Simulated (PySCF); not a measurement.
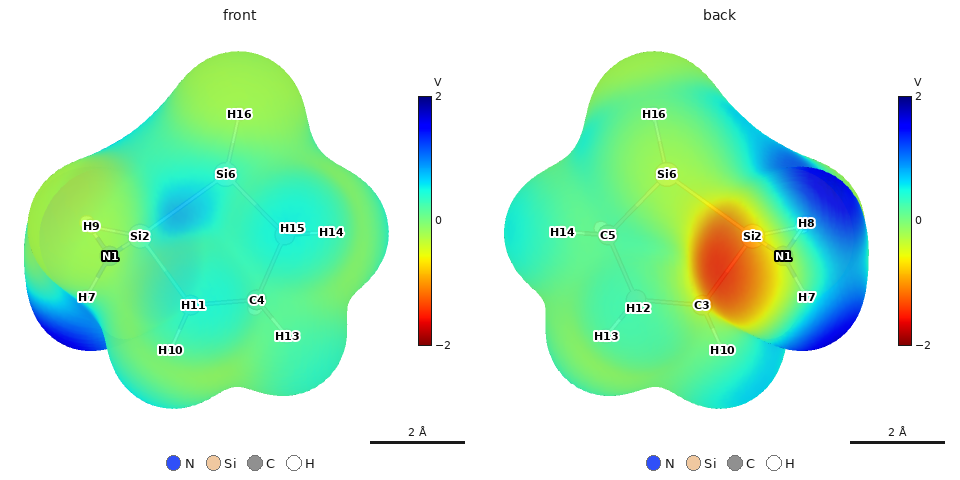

Figure. C₃H₁₀NSi₂ (doublet). The molecular electrostatic potential painted on the density surface at 0.002 e/bohr³, seen from the front and from behind; red is negative and blue positive.

Geometry: GFN2-xTB.

Theory: PySCF 2.14.0, density-fitted response routines, UKS B3LYP, pcH-1 on C H N Si, non-relativistic, mean-field spin-orbit, GIAO.

```xyz
16

N     2.1819   -0.6978    0.9345
Si    1.3566    0.3124   -0.2053
C    -0.0433   -0.7315   -0.9839
C    -1.2913   -0.6814   -0.1047
C    -1.6739    0.7554    0.2510
Si   -0.1138    1.5837    1.0017
H     2.5232   -1.5922    0.6190
H     2.8694   -0.2750    1.5364
H     2.2358    0.7613   -1.3121
H     0.2513   -1.7703   -1.1349
H    -0.2875   -0.3279   -1.9688
H    -1.0972   -1.2356    0.8178
H    -2.1256   -1.1786   -0.6125
H    -2.5385    0.7543    0.9156
H    -1.9787    1.2850   -0.6563
H    -0.2760    3.0472    0.8910
```

> Where is the surface potential most negative and most positive?

The most negative region (about −1.4 V) lies over N1, the most positive (about +1.6 V) over H7 and H8. N1 is the likeliest acceptor of a hydrogen bond.
